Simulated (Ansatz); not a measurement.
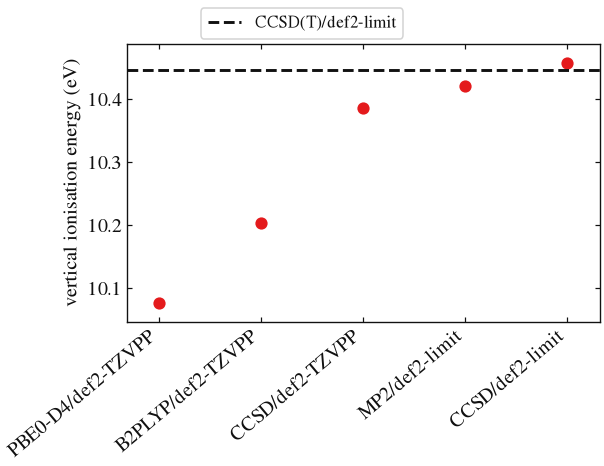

Vertical ionisation energy of AlPH₆, SMILES [AlH3-][PH3+], singlet, taken as the energy of the cation less that of the neutral at fixed geometry (unrestricted doublet cation, cores frozen in correlated methods, no spin-orbit coupling), the Ansatz code 0.2.0, at a PBE0-D4/def2-TZVP geometry (a minimum by its frequencies). Limit means an estimate of the basis limit from triple and quadruple zeta; for coupled cluster it is either extrapolated directly or built as the MP2 limit plus the step from MP2 in triple zeta. B2PLYP/def2-TZVPP holds a correlation term that converges slowly with the basis, so part of the distance to the limit is basis error. The distance of CCSD/def2-TZVPP to the limit includes basis error.

**Which level comes closest to the line (CCSD(T)/def2-limit), and which misses most?**

Closest CCSD/def2-limit (10.46 eV), against 10.45 eV; farthest PBE0-D4/def2-TZVPP (10.08 eV).

**Give the values.**

| level | eV | less CCSD(T)/def2-limit |
| --- | --- | --- |
| PBE0-D4/def2-TZVPP | 10.08 | −0.37 |
| B2PLYP/def2-TZVPP | 10.20 | −0.24 |
| CCSD/def2-TZVPP | 10.39 | −0.06 |
| MP2/def2-limit | 10.42 | −0.03 |
| CCSD/def2-limit | 10.46 | 0.01 |
| CCSD(T)/def2-limit | 10.45 | 0.00 |
